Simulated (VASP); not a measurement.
Band structure of Ru2W (space group I4/mmm). All values below come from PBE GGA, VASP's PBE PAW potentials (set 64) (plane waves; VASP 6.6.1).

Unless said otherwise, spin-orbit coupling is left out, though it shifts the bands of the heavy elements here.

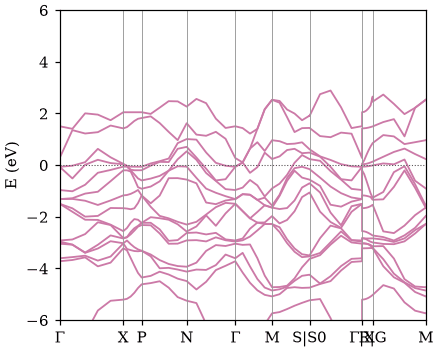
Fig. 1. Bands along high-symmetry lines, zero at the valence-band maximum or, without a gap, the Fermi level

Question: Read the plot: is there a gap, and where are the band edges?

Answer: It has no gap at this level: it comes out as a metal or semimetal.

The structure was generated: Ru2W was put into an ordered model structure, which need not be its known phase. The cell was not relaxed at this level. The k-mesh is coarse (spacing up to 0.37 per Å, 2π included), so the numbers may not be converged in it.
